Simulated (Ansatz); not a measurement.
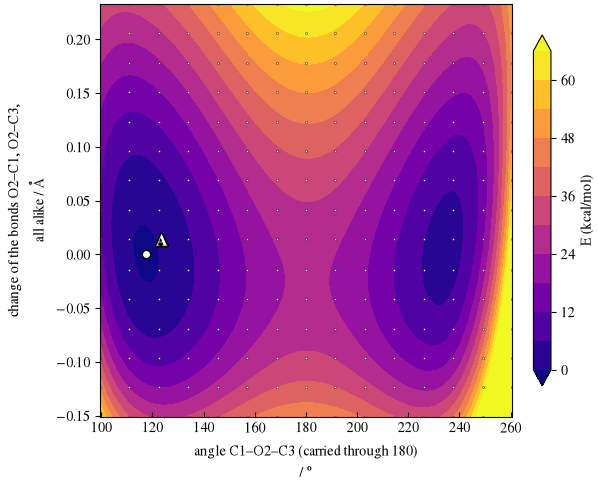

C₂H₄FNO, SMILES COC(=N)F. 
- The first coordinate is: angle C1–O2–C3 (carried through 180); the second: change of the bonds O2–C1, O2–C3, all alike.
- Nothing is relaxed (all other coordinates rigid).
- The scan uses a 15 × 15 grid.
- Points are written as (first, second).
- Energies are in kcal/mol, from the lowest grid point.
- These are results of Ansatz, RKS CAM-B3LYP-D4/def2-SVP, not measurements.

The picture shows filled contours, dots at the grid points, one colour for all values above the top of the scale, the point A. Between grid points the surface is interpolated.

Q: What is the easiest way out of the well at A, and how high is the barrier?

A: The easiest path leads from the well at about (118°, 0.00 Å) to the well at about (233°, 0.00 Å), about 4.1 kcal/mol higher. Its highest point lies about 26 kcal/mol above the bottom of the first well on the interpolated surface, at about (180°, −0.03 Å). Seen from the upper well the barrier is about 22 kcal/mol. The start is the relaxed structure and all else is held, so a fully relaxed path at this level can only be lower.

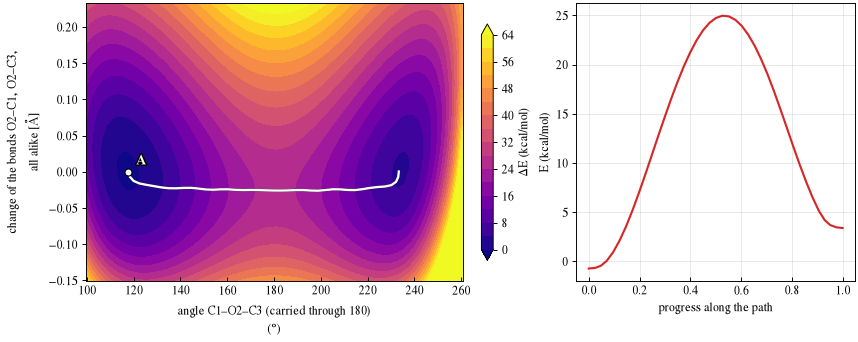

Drawn: filled contours, a line along the lowest path, one colour for all values above the top of the scale, the energy along the path at the right. Between grid points the surface is interpolated.
